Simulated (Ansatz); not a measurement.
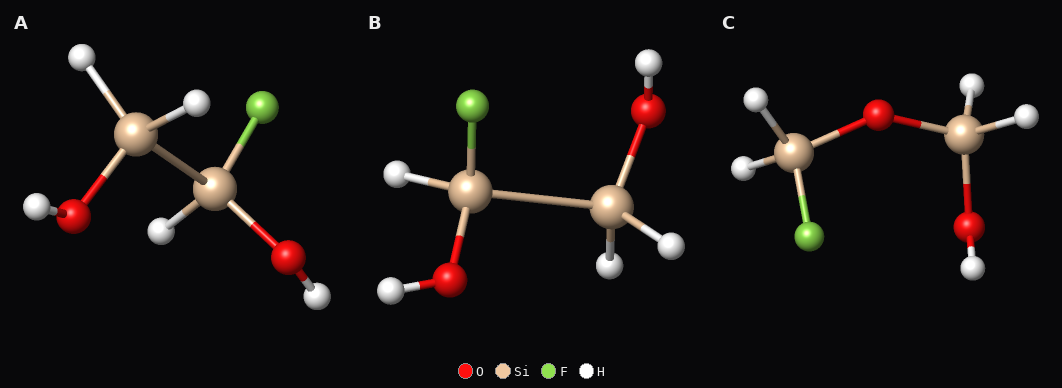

```sh
ansatz run in.yaml --threads 2 --pin off --events-out ev --progress --plain --max-ram 22528MiB --backend cuda --devices 0, --max-vram 18GiB
```

```yaml
crystal:
  periodic: [false, false, false]
  atoms:
    - {symbol: O, position_ang: [-0.086573, -1.356588, -1.518212]}
    - {symbol: Si, position_ang: [-0.939252, -1.085428, -0.147769]}
    - {symbol: O, position_ang: [-0.293533, 0.135166, 0.736054]}
    - {symbol: Si, position_ang: [0.893052, 1.234298, 0.783316]}
    - {symbol: F, position_ang: [0.996887, 1.943279, -0.645599]}
    - {symbol: H, position_ang: [-0.123175, -0.702317, -2.217738]}
    - {symbol: H, position_ang: [-0.854362, -2.334408, 0.634313]}
    - {symbol: H, position_ang: [-2.339281, -0.701122, -0.448423]}
    - {symbol: H, position_ang: [2.201217, 0.597920, 1.046905]}
    - {symbol: H, position_ang: [0.545021, 2.269209, 1.777155]}
basis:
  gaussian: {orbitals: "def2-QZVPP.json"}
correlation: {method: mp2}
```

**Which picture belongs to the input above?**

C. The file holds FH5O2Si2, `O[SiH2]O[SiH2]F`.
